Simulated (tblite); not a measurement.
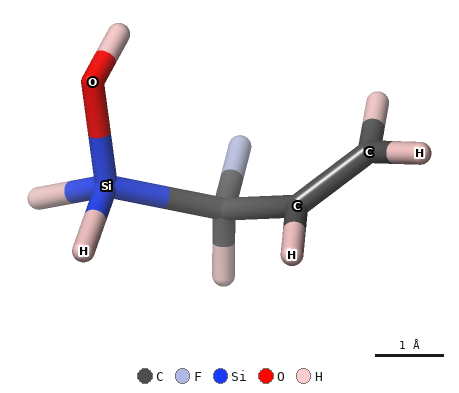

Starting structure of C3H7FOSi. A stick model, seen face on.

The calculation used tblite 0.8.0, GFN2-xTB geometry optimisation, gas phase.

```xyz
13

C     2.0214    0.7765    0.5683
C     1.1606   -0.2509    0.4674
C     0.2041   -0.4794   -0.6534
F     0.3062    0.5338   -1.5914
Si   -1.6221   -0.5641   -0.1467
O    -2.2201    0.8575    0.4805
H     2.0483    1.5564   -0.1966
H     2.6999    0.8770    1.4140
H     1.1874   -1.0133    1.2630
H     0.4587   -1.4086   -1.1615
H    -2.4655   -0.9072   -1.3295
H    -1.8227   -1.6411    0.8529
H    -1.9605    1.6641    0.0154
```

### Where does the relaxation end?

The energy falls by 4.18 kcal/mol in 64 geometry steps. H7 moves most after the best rigid fit: 0.38 Å. Largest moves by element: H 0.38 Å, O 0.27 Å, C 0.24 Å, F 0.16 Å, Si 0.01 Å. Some distances before and after: Si5–O6 1.665 → 1.617 Å, C3–Si5 1.897 → 1.936 Å, Si5–H11 1.493 → 1.461 Å, Si5–H12 1.483 → 1.454 Å. Among the angles between lasting bonds that change: H11–Si5–H12 106.9° → 115.2°, Si5–O6–H13 115.8° → 121.6°, C3–Si5–O6 114.1° → 108.4°. Cost: 0.55 s on 1 thread of Arm Neoverse N1, on a shared host.

History of the run:

| step | E − E(0), kcal/mol |
| --- | --- |
| 0 | 0.00 |
| 1 | -2.08 |
| 2 | -2.68 |
| 3 | -2.85 |
| 4 | -2.99 |
| 5 | -3.15 |
| 6 | -3.28 |
| 7 | -3.39 |
| 8 | -3.49 |
| 9 | -3.56 |
| 10 | -3.60 |
| 13 | -3.71 |
| 16 | -3.75 |
| 19 | -3.79 |
| 21 | -3.81 |
| 24 | -3.84 |
| 27 | -3.88 |
| 30 | -3.91 |
| 33 | -3.98 |
| 36 | -4.03 |
| 38 | -4.05 |
| 41 | -4.06 |
| 44 | -4.10 |
| 47 | -4.14 |
| 50 | -4.16 |
| 53 | -4.17 |
| 55 | -4.18 |
| 58 | -4.18 |
| 61 | -4.18 |
| 64 | -4.18 |

Final geometry:

```xyz
13

C     1.7955    0.8299    0.6149
C     1.1581   -0.3085    0.4062
C     0.2248   -0.5755   -0.7181
F     0.3303    0.4116   -1.6995
Si   -1.6206   -0.5680   -0.1339
O    -1.9549    0.8896    0.4818
H     1.7093    1.6569   -0.0700
H     2.4433    0.9699    1.4623
H     1.2536   -1.1406    1.0903
H     0.4917   -1.5123   -1.2166
H    -2.4339   -0.8583   -1.3123
H    -1.7998   -1.4828    0.9815
H    -1.6017    1.6890    0.0960
```

The end point in the same view:

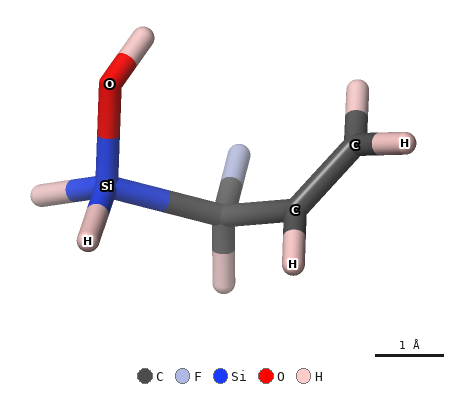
